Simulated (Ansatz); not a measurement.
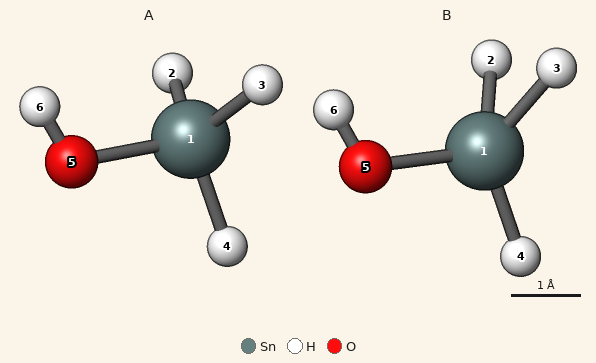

Two geometries of SnH₄O, drawn at one scale. One is the start of a relaxation, the other its converged end. The picture is a ball-and-stick view, seen at a tilt.

Computed with RKS PBE0/def2-mTZVP in Ansatz. Settings: no spin polarisation; force threshold 0.03 eV/Å; at most 50 steps.

Which of the two is the end point?

Answer. Structure A is the relaxed one. The run prepares an end point of a later path (reaction) calculation, from a guessed geometry. The largest moves after the best rigid fit, 0.51 Å, are those of H2 and H3. By element the largest moves are H 0.51 Å, Sn 0.19 Å, O 0.11 Å. Some distances before and after: Sn1–H4 1.685 → 1.702 Å, Sn1–O5 1.976 → 1.984 Å. Bond angles that change, for instance: H2–Sn1–H3 68.5° → 110.7°, H3–Sn1–H4 122.9° → 112.3°, H2–Sn1–H4 122.2° → 112.5°. Over 4 geometry steps the energy falls by 0.965 eV. The largest force component goes from 1.8 to 0.019 eV/Å.
